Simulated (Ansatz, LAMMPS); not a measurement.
## Neighbourhoods of single atoms in amorphous 59SiO2-29PbO-12Li2O (mol %) (133 atoms)

Density of this cell: 4.43 g/cm³. The cell holds 133 atoms: 29 Si, 14 Pb, 12 Li and 78 O. Cell: a = 12.369 Å, b = 12.369 Å, c = 12.369 Å, α = 90.0°, β = 90.0°, γ = 90.0°. The starting structure: 133 atoms (29 Si, 14 Sr, 12 Li, 78 O) placed at random at 3.02 g/cm³, melted at 5000 K for 10 ps at fixed volume with the Morse and Coulomb pair potential with partial charges (Pedone, Malavasi, Menziani, Cormack and Segre, J. Phys. Chem. B 110, 11780 (2006)). Quenched from 5000 K to 300 K at 100 K/ps and fixed volume, held 10 ps at zero pressure, then minimised at fixed cell. Then Sr was replaced by Pb and the cell scaled by 1.008 (the potential has no terms for the new elements, so the cell is a start for a DFT relaxation).

Computed with Ansatz 0.2.0: Kohn-Sham DFT, PBEsol, PAW (set soft_2), plane waves; cutoff 420 eV, Γ point, gaussian smearing of 0.025 eV. Geometry: the relaxed geometry.

The whole cell was solved; only parts of it are printed.

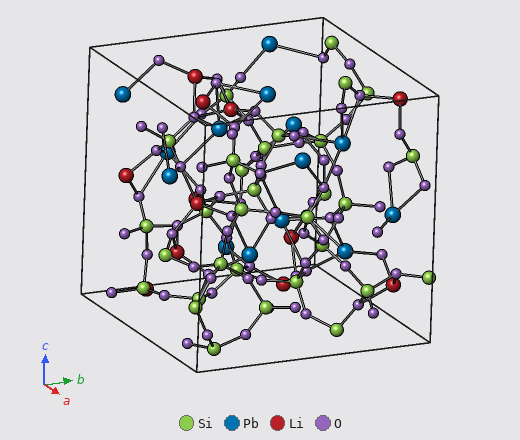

The whole cell (silicon green, lead blue, lithium red, oxygen purple). Bonds to atoms that aren't drawn are left out. Some periodic images of atoms are drawn too.

The surroundings of Li48, one of the 12 Li atoms, nearest first, numbered as they follow in the input and with coordinates relative to it.

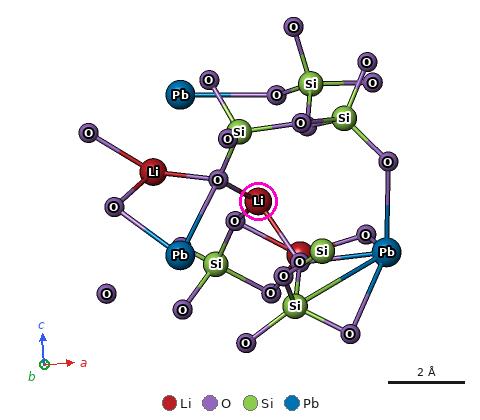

The atoms of the table, within 4.9 Å (arrows a, b, c point along x, y, z); some may hide others; the central atom is ringed.

```tsv
atom	x	y	z	distance (Å)	bonds	Löwdin charge (e)
Li48	0.00	0.00	0.00	0.00	3	0.77
O69	-0.78	1.57	-0.56	1.84	3	-0.98
O122	-0.87	-1.52	0.72	1.90	4	-0.91
O101	1.04	-0.53	-1.65	2.02	4	-0.88
Li55	0.87	1.53	-1.56	2.35	4	0.78
O107	1.36	0.60	1.87	2.39	2	-0.78
Li51	-2.64	-0.86	0.98	2.95	3	0.82
Si13	-0.18	-2.26	1.98	3.01	4	1.67
O79	1.46	-1.98	2.10	3.23	2	-0.79
Si29	2.47	-0.65	2.09	3.30	4	1.61
Si18	-1.46	2.45	-1.71	3.33	4	1.57
Si4	0.96	-1.77	-2.73	3.39	4	1.60
O97	2.62	1.91	-1.14	3.43	3	-0.86
Pb31	-1.89	-2.86	-1.15	3.61	3	1.02
Pb42	3.33	-0.31	-1.52	3.67	3	0.99
O108	3.57	-0.68	0.88	3.74	4	-0.82
Si22	1.41	1.86	2.92	3.74	4	1.66
O61	0.84	-3.20	-1.85	3.79	2	-0.78
O132	-0.92	-1.75	3.36	3.90	2	-0.77
O76	-0.09	2.97	-2.60	3.95	3	-0.80
O80	-2.33	1.58	-2.81	3.98	3	-0.78
O131	-0.40	-1.72	-3.62	4.03	3	-0.86
O125	0.38	3.06	2.61	4.04	3	-0.86
O75	-3.59	-2.39	0.20	4.32	3	-0.86
O117	-0.33	-3.88	1.90	4.33	2	-0.78
O59	-2.45	3.66	-1.26	4.59	2	-0.80
O100	2.38	-1.83	-3.54	4.64	3	-0.85
Pb36	-2.16	3.06	2.78	4.66	4	1.06
O130	-4.11	-0.57	-2.16	4.68	2	-0.81
O78	3.00	2.38	2.83	4.76	2	-0.77
O72	3.17	-0.54	3.53	4.77	3	-0.88
Si24	2.00	-4.18	-1.19	4.79	4	1.69
O81	1.09	1.42	4.47	4.82	2	-0.77
O85	-4.28	-0.96	2.12	4.87	3	-0.83
```

The column of bonds counts only the pairs O-Si within 2.08 Å, O-Pb within 2.62 Å, O-Li within 2.27 Å; other neighbours, such as metal atoms beside each other in a compound, aren't counted, and periodic images can show an atom twice.

The surroundings of O104, whose charge lies farthest from its element's mean, nearest first, numbered as they follow in the input and with coordinates relative to it.

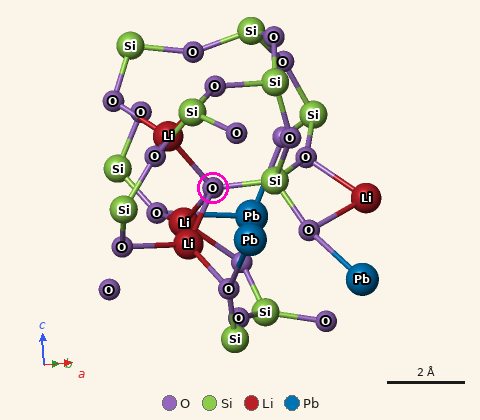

The atoms of the table, within 4.9 Å (arrows a, b, c point along x, y, z); some may hide others; the central atom is ringed.

```tsv
atom	x	y	z	distance (Å)	bonds	Löwdin charge (e)
O104	0.00	0.00	0.00	0.00	4	-0.98
Si28	1.46	0.68	0.11	1.62	4	1.61
Li44	-0.65	-1.18	1.39	1.93	2	0.79
Li54	-1.44	1.11	-0.85	2.01	3	0.77
Li45	-0.08	-1.46	-1.45	2.06	3	0.77
O74	2.39	-0.17	1.20	2.68	2	-0.77
O75	2.33	0.82	-1.23	2.75	3	-0.86
O85	1.64	2.25	0.69	2.87	3	-0.83
O70	-0.40	2.31	-1.95	3.05	3	-0.87
O133	-2.26	-1.02	2.38	3.44	3	-0.88
O58	0.00	-3.35	0.85	3.45	2	-0.80
O90	0.46	0.22	-3.42	3.45	2	-0.78
O66	1.17	-1.98	2.61	3.48	2	-0.79
O57	-1.23	-3.02	-1.45	3.57	3	-0.88
Si2	2.34	-0.83	2.65	3.63	4	1.71
O118	-0.65	0.53	3.57	3.66	2	-0.79
O128	1.37	-2.15	-2.67	3.69	3	-0.85
Si9	0.43	1.88	-3.28	3.81	4	1.61
O108	-2.89	2.53	-0.54	3.88	4	-0.82
O95	-3.05	-0.18	-2.50	3.95	2	-0.81
Li51	3.27	2.34	-0.44	4.05	3	0.82
Si26	1.32	3.44	1.81	4.11	4	1.63
Si1	1.21	-3.50	1.95	4.19	4	1.67
Si15	-0.59	-4.14	-0.49	4.21	4	1.61
O105	0.91	2.65	3.22	4.27	2	-0.78
O114	1.88	0.17	3.84	4.28	2	-0.75
Si14	1.04	-1.24	-3.98	4.30	4	1.57
Si10	0.69	1.28	4.05	4.30	4	1.71
Si27	-2.06	-0.27	3.81	4.34	4	1.60
O82	0.02	4.25	1.28	4.44	2	-0.80
Pb33	-1.04	4.34	-0.73	4.52	3	1.04
O72	-3.29	2.67	2.10	4.73	3	-0.88
Si29	-3.99	2.56	0.66	4.78	4	1.61
Pb31	4.03	0.35	-2.58	4.79	3	1.02
O130	1.80	2.64	-3.59	4.81	2	-0.81
Pb35	2.81	-3.68	-1.44	4.85	3	1.02
O110	2.65	-3.87	1.34	4.88	3	-0.84
```

The column of bonds counts only the pairs O-Si within 2.08 Å, O-Pb within 2.62 Å, O-Li within 2.27 Å; other neighbours, such as metal atoms beside each other in a compound, aren't counted, and periodic images can show an atom twice.

Local excerpt of 36 atoms (numbers count through the whole input) about Li53, picked at random; x, y, z are measured from there.

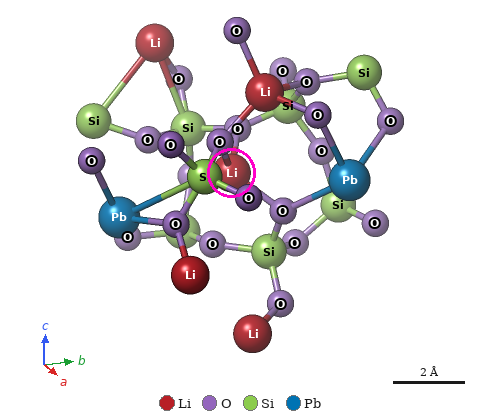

The atoms of the table, within 4.8 Å (arrows a, b, c point along x, y, z); some may hide others; the central atom is ringed.

```tsv
atom	x	y	z	distance (Å)	bonds	Löwdin charge (e)
Li53	0.00	0.00	0.00	0.00	3	0.78
O112	0.95	-0.77	1.31	1.79	3	-0.96
O72	0.88	1.27	-0.98	1.83	3	-0.88
O83	-1.55	0.77	0.75	1.88	3	-0.82
O79	-0.83	-0.16	-2.40	2.55	2	-0.79
Si29	0.19	1.16	-2.42	2.69	4	1.61
Li52	0.72	0.64	2.60	2.77	4	0.75
O88	-2.13	-1.74	0.46	2.78	2	-0.78
Si27	2.11	-1.67	0.73	2.79	4	1.60
Si20	-2.83	-0.23	0.43	2.87	4	1.63
Si5	-1.64	2.33	1.26	3.12	4	1.66
O133	1.91	-2.42	-0.70	3.16	3	-0.88
O123	-0.42	2.39	2.38	3.40	3	-0.80
O132	-3.21	0.06	-1.14	3.41	2	-0.77
O81	-1.19	3.23	-0.03	3.44	2	-0.77
Pb40	-0.13	-3.35	-1.08	3.52	3	1.06
Si13	-2.46	-0.45	-2.52	3.55	4	1.67
Pb30	2.32	2.70	0.29	3.57	3	1.06
O118	3.53	-0.87	0.49	3.66	2	-0.79
O107	-0.92	2.41	-2.63	3.69	2	-0.78
O94	2.49	1.59	2.41	3.81	3	-0.85
O108	1.28	1.13	-3.62	4.01	4	-0.82
Si22	-0.87	3.67	-1.59	4.10	4	1.66
O127	2.40	-2.86	1.90	4.19	2	-0.77
O117	-2.62	-2.07	-2.60	4.23	2	-0.78
O99	-3.94	-0.12	1.55	4.24	3	-0.88
O100	0.10	-0.02	4.32	4.32	3	-0.85
Si21	-3.05	-3.06	0.85	4.40	4	1.63
O120	-3.09	2.73	1.81	4.50	3	-0.85
Li50	-3.25	-1.19	2.96	4.55	3	0.78
O78	0.72	4.19	-1.67	4.57	2	-0.77
O62	0.44	-4.49	0.92	4.61	3	-0.78
Li44	3.52	-2.58	-1.69	4.68	2	0.79
Si12	0.32	3.84	2.77	4.75	4	1.66
O77	1.14	4.37	1.53	4.77	2	-0.81
Li54	2.73	-0.28	-3.93	4.80	3	0.77
```

The column of bonds counts only the pairs O-Si within 2.08 Å, O-Pb within 2.62 Å, O-Li within 2.27 Å; other neighbours, such as metal atoms beside each other in a compound, aren't counted, and periodic images can show an atom twice.

Length of the force by element:

```tsv
element	coordination	atoms	mean length of the force (eV/Å)	spread	least	most
Li	all	12	0.0108	0.0056	0.0049	0.0238
O	all	78	0.0133	0.0078	0.0015	0.0395
Pb	all	14	0.0153	0.0077	0.0051	0.0312
Si	all	29	0.0223	0.0094	0.0082	0.0442
```

Löwdin charges by element (they lack the spilled electrons, 0.063 e an atom on average):

```tsv
element	coordination	atoms	mean charge (e)	spread	least	most
Li	all	12	0.779	0.0179	0.746	0.822
O	all	78	-0.814	0.0527	-0.983	-0.746
Pb	all	14	1.04	0.025	0.992	1.08
Si	all	29	1.65	0.0456	1.57	1.74
```

The quench rate of 100 K/ps is many orders above laboratory rates, so the cell is likely richer in defects and strain than a real sample. The network of bonds at the start is that of the classical potential that made the cell, and needn't be the one that DFT or experiment would give. Only the Γ point is sampled, in a cell whose shortest periodic width is 12 Å. The Löwdin charges lack the electrons that the projection spills, 0.063 e an atom on average.

[Logs are printed without paths, hosts, clocks, repeated set-up lines and the standing remarks that a program may print on its own settings, such as how far it seeks lower states.]

[Hosts, paths, dates, database ids (printed as entryN), source tags and the programs' standing remarks are cut or masked in the printed files.]
